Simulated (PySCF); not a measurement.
# BeGa−: from the state search to spectroscopic constants

One job finds the state of BeGa−, follows it along the bond with each method and fits the curves.

The runs use PySCF 2.14.0; Be aug-cc-pVDZ-DK, Ga aug-cc-pVDZ-DK, spin-free X2C with a Gaussian nucleus.

4 further runs of the same task are left out: 4 set aside as unsound or not needed.

## 1. The job

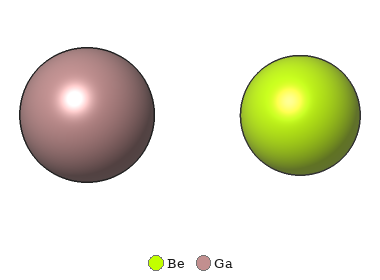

The two atoms at the starting distance (beryllium green, gallium pink).

Settings of the job:

```json
{
  "atoms": "Be, Ga",
  "charge": "-1",
  "basis": "Be aug-cc-pVDZ-DK, Ga aug-cc-pVDZ-DK",
  "Hamiltonian": "spin-free X2C with a Gaussian nucleus",
  "basis functions": "59",
  "electrons treated": "36",
  "masses in u": "9.0122, 68.9256",
  "levels": "PBE0, PBE, r²SCAN, r²SCAN0, TPSSh, M06-2X, HSE06, MP2, SCS-MP2",
  "grid": "80 radial by 434 angular points",
  "occupations": "held fixed by the projection of orbital angular momentum",
  "dissociation limit": "Be + Ga−, each in its ground configuration",
  "starting distance in angstrom": "2.265",
  "values of 2S to try": "0, 2"
}
```

The runs that follow: First curve: PBE0; PBE (GGA); r²SCAN (meta-GGA); r²SCAN0; TPSSh; M06-2X; HSE06 (range-separated hybrid).

What does the calculation give? Wanted: for each run, Re; ωe; De; μ.

As calculated:

Lowest PBE0 solution found, without spin–orbit coupling: ³Σ⁻ (triplet), unpaired electrons π ↑↑.

| level | Re (Å) | ωe (cm⁻¹) | De (eV) | μ (D) |
| --- | --- | --- | --- | --- |
| ROHF-MP2 | 2.277 | 439 | 1.25 | n/a |
| ROHF-SCS-MP2 | 2.292 | 418 | 1.06 | n/a |
| PBE | 2.277 | 407 | 1.56 | 3.79 |
| r²SCAN | 2.242 | 431 | 1.63 | 3.59 |
| TPSSh | 2.267 | 410 | 1.47 | 3.83 |
| PBE0 | 2.271 | 408 | 1.43 | 3.63 |
| r²SCAN0 | 2.238 | 433 | 1.52 | 3.51 |
| HSE06 | 2.275 | 407 | 1.43 | 3.59 |
| M06-2X | 2.306 | 373 | 1.20 | 3.34 |

De is counted to Be + Ga− in their ground configurations. A positive dipole points from Be to Ga; in an ion it is taken about the centre of mass and does not tell which atom is negative. ⟨S²⟩ is off the pure value of 2.00 by over a tenth at r²SCAN 2.22, r²SCAN0 2.35.

The methods spread over 0.067 Å in bond length, from r²SCAN0 to M06-2X. Among the levels with a De in the table, it runs from 1.06 eV (ROHF-SCS-MP2) to 1.63 eV (r²SCAN).

Correlated steps freeze 9 core orbitals. With some functionals the highest level of the anion is positive, from self-interaction error or because the anion is truly unbound there; the finite basis then holds the extra electron, and no neutral molecule was run to test the binding.
